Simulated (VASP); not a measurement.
Band structure of BN (relaxed from the alpha-GeTe structure, space group F-43m). Level of theory: r2SCAN meta-GGA, VASP's PBE PAW potentials (set 64) (plane waves; VASP 6.6.1).

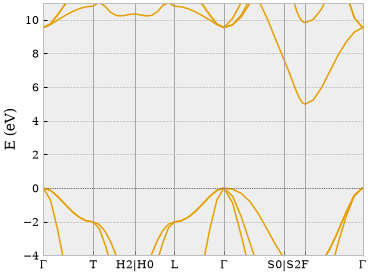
Figure: Bands along high-symmetry lines, zero at the valence-band maximum or, without a gap, the Fermi level

Question: Read the plot: is there a gap, and where are the band edges?

Answer: The gap is indirect, 4.98 eV, from the valence maximum at Γ to the conduction minimum at F.

The structure was generated: BN was put into the alpha-GeTe type (R3m), which need not be its known phase. It was relaxed first, which changed the volume by +7 %. The relaxed cell has space group F-43m.
